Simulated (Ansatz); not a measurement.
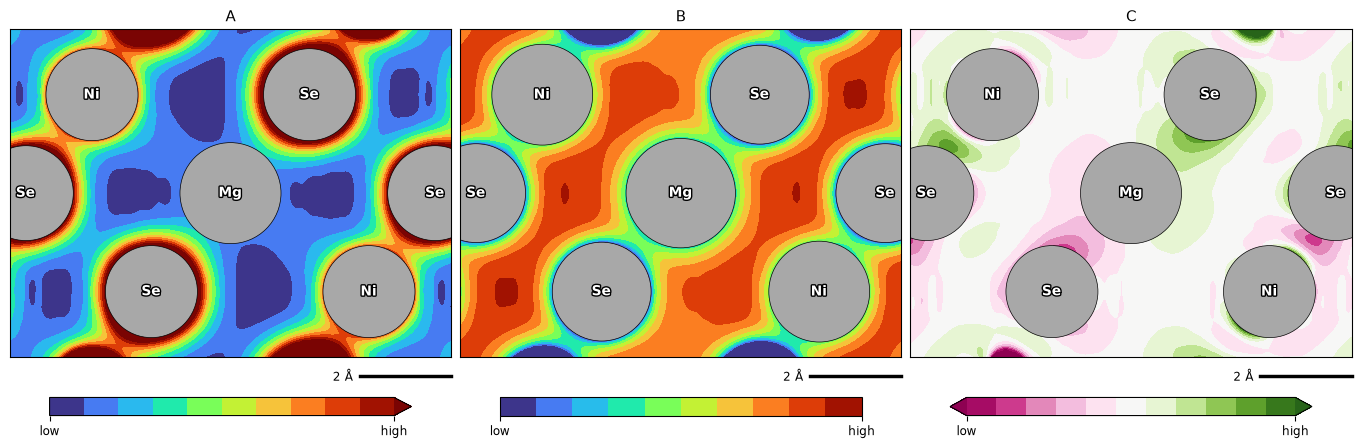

MgNi2Se3: 3 fields on the (110) plane of the cell of the magnetic structure, with unlabelled colour scales. Grey discs cover the atomic cores.

Space group P-3m1; a structure generated by program, which may or may not match a known phase; changed on purpose from its base cell (volume × 1.03, shape and atoms relaxed); computed pressure about −2 GPa in this cell; spin-polarised.

These are results of DFT PBE, scalar-relativistic, plane waves, PAW (Ansatz 0.2.0), not measurements.

Match the panels to the quantities (electrostatic potential energy of an electron, spin density and valence pseudo-density).

Panel A: valence pseudo-density. Panel B: electrostatic potential energy of an electron (low next to the atoms, rising into the space between them). Panel C: spin density (confined to the magnetic sites and close to zero elsewhere). From the grid: Mg–Se (2.76 Å): ρ is about 0.24 e/Å³ halfway. Ni–Se (2.59 Å): ρ at the midpoint is about 0.35 e/Å³.
